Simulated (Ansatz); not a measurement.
# CH₅BCl₂S: small, medium and large basis sets

How large a basis does CH₅BCl₂S need? Two functionals are run in growing sets.

Computed with Ansatz 0.2.0, Gaussian basis. Level: one geometry, several basis sets.

Levels to be run: PBE0-D4/def2-SVP; ωB97M-V/def2-SVP; PBE0-D4/def2-QZVPP; ωB97M-V/def2-QZVPP; the functionals' def2-TZVPP values are taken from earlier runs.

### Step 1. Structure used throughout

An earlier PBE0-D4 in a triple-zeta def2 set relaxation fixed the geometry.

10 atoms, charge 0, spin multiplicity 1.

Atoms are counted from 1 here; the program's logs count them from 0.

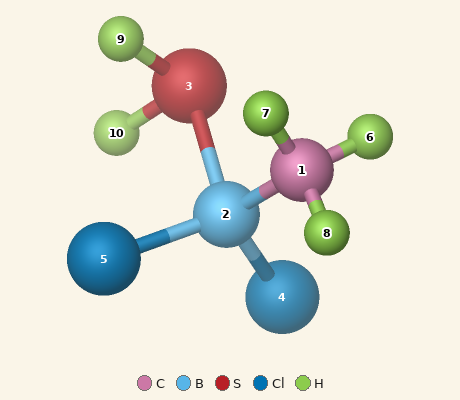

The structure; colours as in the key; atoms are numbered from 1 in the order of the file.

### Step 2. PBE0-D4 in def2-SVP

The input, in.yaml:

```yaml
crystal:
  periodic: [false, false, false]
  atoms:
    - {symbol: C, position_ang: [-1.267169, -0.415323, 0.262118]}
    - {symbol: B, position_ang: [-0.082995, 0.209097, -0.570468]}
    - {symbol: S, position_ang: [1.686090, -0.418662, 0.472939]}
    - {symbol: Cl, position_ang: [0.252622, -0.553280, -2.192425]}
    - {symbol: Cl, position_ang: [0.020811, 2.025848, -0.577974]}
    - {symbol: H, position_ang: [-1.206544, -1.504726, 0.323884]}
    - {symbol: H, position_ang: [-1.332702, -0.004638, 1.273419]}
    - {symbol: H, position_ang: [-2.205913, -0.170398, -0.244237]}
    - {symbol: H, position_ang: [1.672991, 0.454487, 1.497460]}
    - {symbol: H, position_ang: [2.545908, 0.326596, -0.241714]}
basis:
  gaussian: {orbitals: def2-SVP}
hamiltonian: {xc: pbe0, dispersion: d4}
output: {orbitals: {seedname: orbitals}}
```

Run with:

```sh
> ansatz run in.yaml --threads 4 --pin off --events-out ev --progress --plain --max-ram 10444MiB
```

The runs that follow: ωB97M-V in def2-SVP; PBE0-D4 in def2-QZVPP; ωB97M-V in def2-QZVPP.

**Question.** What will the summary of the whole plan be? Wanted: PBE0-D4: double and triple zeta above quadruple; ωB97M-V: double and triple zeta above quadruple.

The runs gave:

| quantity | value |
| --- | --- |
| PBE0-D4: double and triple zeta above quadruple | 15.38, 1.17 eV |
| ωB97M-V: double and triple zeta above quadruple | 15.32, 1.11 eV |

In words: PBE0-D4 gains 14.21 eV from double to triple zeta, then 1.17 eV more. Total energies overstate the basis error of differences, where much of it tends to cancel. The LUMO of ωB97M-V is positive and keeps falling with the basis (1.87 to 0.93 eV): an unbound level that the basis holds in place.
